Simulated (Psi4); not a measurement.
**C2H2ClSi− (SMILES C#C[SiH-]Cl), step by step**

Wanted: a structure relaxation (M06-2X/cc-pVDZ), then vibrational wavenumbers, then the energy (MP2/cc-pVTZ) of C2H2ClSi−. 

The calculation is run with Psi4 1.11.

## Step 1: The molecule

C2H2ClSi−: 6 atoms, total charge -1, spin state singlet. As SMILES, `C#C[SiH-]Cl`. The coordinates come from a GFN2-xTB relaxation. The run starts from this shape.

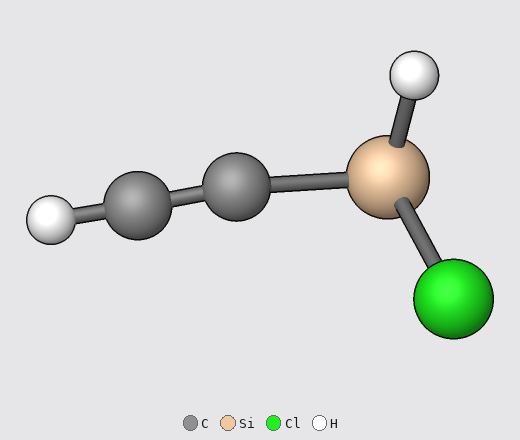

Viewed from a chosen angle; carbon grey, silicon light orange, chlorine green, hydrogen white.

## Step 2: A structure relaxation at M06-2X/cc-pVDZ (density fitting) (run 1)

c2h2clsi.py

```python
import psi4

psi4.set_memory(1600000000)
psi4.set_num_threads(1)
psi4.set_output_file('c2h2clsi.out', False)

molecule = psi4.geometry("""
-1 1
C      0.758700     0.541450    -1.456510
C      0.250300     0.345680    -0.379210
Si    -0.094570     0.107390     1.437140
Cl    -0.513450    -2.167770     1.399230
H      1.141620     0.692060    -2.430770
H     -1.542600     0.481190     1.430120
""")

psi4.set_options({
    'basis': 'cc-pVDZ',
    'reference': 'rks',
    'geom_maxiter': 60,
})

e, wfn = psi4.optimize("M06-2X", molecule=molecule, return_wfn=True)
print(f'total energy {e:.8f} hartree = {e * 27.211386:.5f} eV')
molecule.save_xyz_file('final.xyz', False)
```

Started as:

```
$ python c2h2clsi.py
```

c2h2clsi.out:

```text
[...]
  Running in c1 symmetry.
[...]
  Nuclear repulsion =  157.032059041988504
[...]
  Multiplicity = 1
[...]
  Nalpha       = 23
  Nbeta        = 23
[...]
    Number of basis functions: 74
[...]
   @DF-RKS iter   1:  -826.86543158856182   -7.20541e-01   6.96658e-03 DIIS/ADIIS
[...]
   @DF-RKS iter   7:  -827.04928117337181   -1.47793e-12   3.49483e-09 DIIS
[...]
  @DF-RKS Final Energy:  -827.04928117337181
   => Energetics <=
    Nuclear Repulsion Energy =            156.6160433853303005
    One-Electron Energy =               -1461.5353650270799335
    Two-Electron Energy =                 506.7994098729097345
    DFT Exchange-Correlation Energy =     -28.9293694045319150
    Empirical Dispersion Energy =           0.0000000000000000
    VV10 Nonlocal Energy =                  0.0000000000000000
    Total Energy =                       -827.0492811733716962
[...]
  -Total Gradient:
     Atom            X                  Y                   Z
    ------   -----------------  -----------------  -----------------
       1        0.000170425485    -0.000182153467     0.000060116544
       2       -0.000063029959     0.000078386912     0.000063490071
       3        0.000041019352    -0.000111073150     0.000008716840
       4        0.000262719678    -0.000141871318     0.000037083279
       5       -0.000112683781     0.000093031789     0.000019371896
       6       -0.000020230660    -0.000241602317     0.000019610229
[...]
```

The script printed:

```text
Optimizer: Optimization complete!
total energy -827.04928117 hartree = -22505.15723 eV
```

Run time: 42 s. Hardware: 1 thread of Intel Xeon 6975P-C (Granite Rapids), shared host; peak memory 0.92 GiB.

Step by step:

```
step  energy from the first frame kept (eV)  largest force (eV/Å)
   0                                 0.0000                1.3142
   1                                -0.0772                0.4538
   2                                -0.0869                0.2127
   3                                -0.0897                0.1063
   4                                -0.0907                0.0775
   5                                -0.0910                0.0304
   6                                -0.0911                0.0188
   7                                -0.0911                0.0155
```

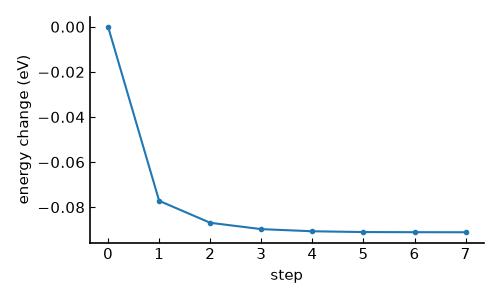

Energy along the run.

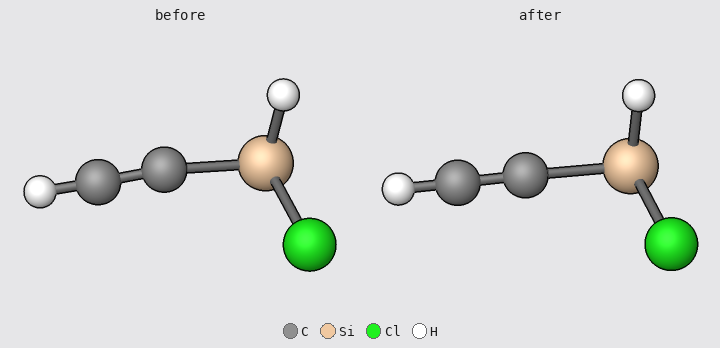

Before and after, at one scale.

After the run. Bond lengths: C1–C2 1.224 Å, C2–Si3 1.926 Å, Si3–Cl4 2.265 Å, C1–H5 1.073 Å, Si3–H6 1.539 Å. Angles: C1–C2–Si3 171.4°, C2–Si3–Cl4 97.1°, C2–C1–H5 178.1°, C2–Si3–H6 93.1°, Cl4–Si3–H6 94.1°.

## Step 3: Vibrational wavenumbers at M06-2X/cc-pVDZ (density fitting) (run 2)

c2h2clsi.xyz

```xyz
6
C2H2ClSi
C      0.746091     0.554372    -1.508752
C      0.329641     0.315223    -0.382607
Si    -0.087732     0.077402     1.482148
Cl    -0.539737    -2.139830     1.388515
H      1.082890     0.746951    -2.508671
H     -1.556167     0.498108     1.292875
```

job.py

```python
import psi4

psi4.set_memory(1600000000)
psi4.set_num_threads(1)
psi4.set_output_file('run.log', False)

with open('c2h2clsi.xyz') as f:
    atoms = ''.join(f.readlines()[2:])
geom = psi4.geometry('-1 1\n' + atoms + 'symmetry c1')

psi4.set_options({
    'basis': 'cc-pVDZ',
    't': 400.0,
    'rotational_symmetry_number': 1,
})

result, w = psi4.frequencies("m06-2x", molecule=geom, return_wfn=True)
print(f'total energy {result:.8f} hartree = {result * 27.211386:.5f} eV')
print('wavenumbers / cm^-1:', w.frequencies().np.round(1))
for k in ('ZPVE', 'ENTHALPY', 'GIBBS FREE ENERGY'):
    print(f'{k}: {psi4.variable(k):.8f} Eh')
for k, v in sorted(psi4.core.scalar_variables().items()):
    print(f'{k:45s} {v:18.10f}')
```

Started as:

```
$ python job.py
```

run.log:

```text
[...]
  Running in c1 symmetry.
[...]
  Nuclear repulsion =  156.611314827448012
[...]
  Multiplicity = 1
[...]
  Nalpha       = 23
  Nbeta        = 23
[...]
    Number of basis functions: 74
[...]
   @DF-RKS iter   1:  -826.88095032859894   -7.81443e-01   6.70301e-03 ADIIS/DIIS
[...]
   @DF-RKS iter  12:  -827.04927865904244   -1.02318e-11   8.16038e-09 DIIS
[...]
  @DF-RKS Final Energy:  -827.04927865904244
   => Energetics <=
    Nuclear Repulsion Energy =            156.6233686941504857
    One-Electron Energy =               -1461.5493477233767408
    Two-Electron Energy =                 506.8063468995986227
    DFT Exchange-Correlation Energy =     -28.9296465294147609
    Empirical Dispersion Energy =           0.0000000000000000
    VV10 Nonlocal Energy =                  0.0000000000000000
    Total Energy =                       -827.0492786590424430
[...]
  -Total Gradient:
     Atom            X                  Y                   Z
    ------   -----------------  -----------------  -----------------
       1        0.000595153997     0.000056666674    -0.001241088254
       2       -0.000141363034     0.000089604038     0.000089419543
       3        0.000158297793    -0.000139914542     0.000084153689
       4        0.000257902575    -0.000137418361     0.000032823410
       5       -0.000527796277    -0.000148184322     0.001302166400
       6       -0.000062772053    -0.000227727722    -0.000057525671
[...]
  ==> Harmonic Vibrational Analysis <==
[...]
  Freq [cm^-1]                 115.3951            265.4477            321.5105
[...]
  Freq [cm^-1]                 399.6383            524.2824            610.9569
[...]
  Freq [cm^-1]                 693.0828            734.5430            788.1446
[...]
  Freq [cm^-1]                1966.3909           2115.0527           3482.5456
[...]
```

The script printed:

```text
Warning: used thermodynamics relations inappropriate for low-frequency modes: ['115.3951' '265.4477' '321.5105' '399.6383' '524.2824' '610.9569']
total energy -827.04928117 hartree = -22505.15723 eV
wavenumbers / cm^-1: [ 115.4  265.4  321.5  399.6  524.3  611.   693.1  734.5  788.1 1966.4
 2115.1 3482.5]
ZPVE: 0.02737672 Eh
ENTHALPY: -827.01226647 Eh
GIBBS FREE ENERGY: -827.06370185 Eh
CURRENT ENERGY                                   -827.0492811738
CURRENT REFERENCE ENERGY                         -827.0492811738
DD SOLVATION ENERGY                                 0.0000000000
DFT FUNCTIONAL TOTAL ENERGY                      -827.0492811738
DFT TOTAL ENERGY                                 -827.0492811738
DFT VV10 ENERGY                                     0.0000000000
DFT XC ENERGY                                     -28.9293693853
ENTHALPY                                         -827.0122664732
ENTHALPY CORRECTION                                 0.0370147006
FINDIF NUMBER                                      31.0000000000
GIBBS FREE ENERGY                                -827.0637018486
GIBBS FREE ENERGY CORRECTION                       -0.0144206748
GRID ELECTRONS ALPHA                               23.0000016304
GRID ELECTRONS BETA                                23.0000016304
GRID ELECTRONS TOTAL                               46.0000032608
NUCLEAR REPULSION ENERGY                          156.6160563207
ONE-ELECTRON ENERGY                             -1461.5353901974
PCM POLARIZATION ENERGY                             0.0000000000
PE ENERGY                                           0.0000000000
SCF ITERATION ENERGY                             -827.0492811738
SCF ITERATIONS                                     12.0000000000
SCF TOTAL ENERGY                                 -827.0492811738
THERMAL ENERGY                                   -827.0135331974
THERMAL ENERGY CORRECTION                           0.0357479764
TWO-ELECTRON ENERGY                               506.7994220882
ZERO K ENTHALPY                                  -827.0219044553
ZPVE                                                0.0273767185
```

It took 3.2 min on 1 thread of Intel Xeon 6975P-C (Granite Rapids), shared host; peak memory 0.91 GiB.

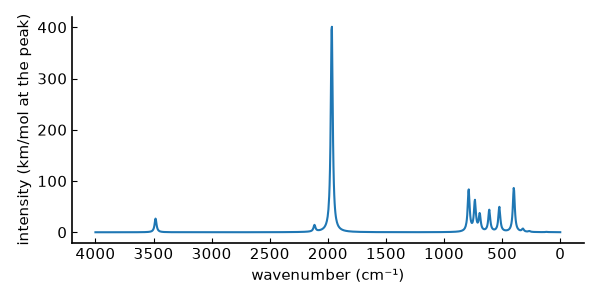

Harmonic infrared spectrum, unscaled, lines broadened by 10 cm⁻¹.

## Step 4: A single-point energy at MP2/cc-pVTZ (density fitting, density fitting for correlation) (run 3)

c2h2clsi.inp

```
memory 1600 MB

molecule {
  -1 1
  C      0.746091     0.554372    -1.508752
  C      0.329641     0.315223    -0.382607
  Si    -0.087732     0.077402     1.482148
  Cl    -0.539737    -2.139830     1.388515
  H      1.082890     0.746951    -2.508671
  H     -1.556167     0.498108     1.292875
  units angstrom
  symmetry c1
}

set {
  basis cc-pVTZ
  reference rhf
  freeze_core true
}

e = energy("mp2")
```

Started as:

```
$ psi4 c2h2clsi.inp c2h2clsi.out -n 1
```

c2h2clsi.out:

```text
[...]
  Running in c1 symmetry.
[...]
  Nuclear repulsion =  156.616056320733634
[...]
  Multiplicity = 1
[...]
  Nalpha       = 23
  Nbeta        = 23
[...]
    Number of basis functions: 156
[...]
   @DF-RHF iter   1:  -825.27423388121292   -1.19809e+00   2.59636e-03 DIIS/ADIIS
[...]
   @DF-RHF iter  13:  -825.38309070284390   -3.21734e-11   7.59878e-09 DIIS
[...]
  @DF-RHF Final Energy:  -825.38309070284390
   => Energetics <=
    Nuclear Repulsion Energy =            156.6160563207336338
    One-Electron Energy =               -1460.7684752383374871
    Two-Electron Energy =                 478.7693282147600371
    Total Energy =                       -825.3830907028439015
[...]
 Multipole Moments:
 ------------------------------------------------------------------------------------
     Multipole            Electronic (a.u.)      Nuclear  (a.u.)        Total (a.u.)
 ------------------------------------------------------------------------------------
 L = 1.  Multiply by 2.5417464519 to convert [e a0] to [Debye]
 Dipole X            :         -0.0311732            0.1466340            0.1154608
 Dipole Y            :         -3.8758373            3.8003274           -0.0755099
 Dipole Z            :          2.4223107           -3.1076711           -0.6853604
 Magnitude           :                                                    0.6991079
[...]
```

Wall time 3.6 s (1 thread of Intel Xeon 6975P-C (Granite Rapids), shared host); peak memory 0.36 GiB.

## Step 5: Outcome

| quantity | value |
| --- | --- |
| run 1, M06-2X/cc-pVDZ: total energy at the end | -827.04928 Eh |
| run 1, M06-2X/cc-pVDZ: HOMO energy | -1.54 eV |
| run 1, M06-2X/cc-pVDZ: LUMO energy | 5.36 eV |
| run 1, M06-2X/cc-pVDZ: HOMO–LUMO gap (to an unbound level, set by the basis) | 6.89 eV |
| run 2, M06-2X/cc-pVDZ: lowest harmonic wavenumber | 115 cm⁻¹ |
| run 2, M06-2X/cc-pVDZ: highest harmonic wavenumber | 3483 cm⁻¹ |
| run 2, M06-2X/cc-pVDZ: zero-point energy | 71.9 kJ/mol |
| run 2, M06-2X/cc-pVDZ: ideal-gas entropy at 400 K (symmetry number 1 as used) | 80.7 cal/(mol K) |
| run 3, MP2/cc-pVTZ: total energy | -825.99781 Eh |
| run 3, MP2/cc-pVTZ: HOMO energy (Hartree–Fock orbitals) | -2.99 eV |
| run 3, MP2/cc-pVTZ: LUMO energy (Hartree–Fock orbitals) | 7.46 eV |
| run 3, MP2/cc-pVTZ: HOMO–LUMO gap (to an unbound level, set by the basis) | 10.45 eV |
| run 3, MP2/cc-pVTZ: correlation energy (12 core orbitals frozen) | -614.7 mEh |

The optimisation (run 1, M06-2X/cc-pVDZ) took 8 steps and changed the energy by -0.091 eV. All 12 modes (run 2, M06-2X/cc-pVDZ) are real, so the shape is a minimum at this level.
